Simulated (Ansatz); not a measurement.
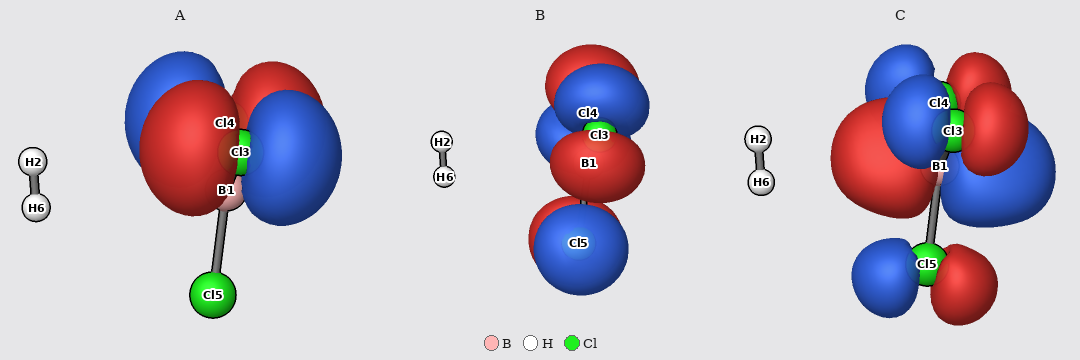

BCl3···H2. Three frontier orbitals at ±0.1 Å⁻³ᐟ² (blue and red are the two phases), in no order.

Method: RKS PBE0-D4/def2-SVP in Ansatz.

| atom | x (Å) | y (Å) | z (Å) |
| --- | --- | --- | --- |
| B | 0.0262 | -0.7511 | -0.6747 |
| H | -0.0010 | 0.4183 | 2.3087 |
| Cl | 1.5181 | 0.0970 | -0.9693 |
| Cl | -1.4978 | 0.0403 | -0.9625 |
| Cl | 0.0585 | -2.3942 | -0.0980 |
| H | 0.0249 | -0.3340 | 2.4156 |

> Which picture is the HOMO−1, the HOMO and the LUMO?

A is the HOMO−1 (−9.70 eV). It lies mainly on Cl4 (about 45 %) and Cl3 (about 45 %); largely a combination of lone pairs on Cl4 and Cl3. B is the HOMO (−8.93 eV). By Hirshfeld shares it lies mainly on Cl5 (about 30 %), Cl4 (about 30 %) and Cl3 (about 30 %); largely a combination of lone pairs on Cl5, Cl4 and Cl3. C is the LUMO (−1.35 eV). By Hirshfeld shares it lies mainly on B1 (about 50 %), Cl3 (about 15 %), Cl4 (about 15 %) and Cl5 (about 15 %).

> What is the HOMO–LUMO gap?

7.58 eV between the orbital energies.
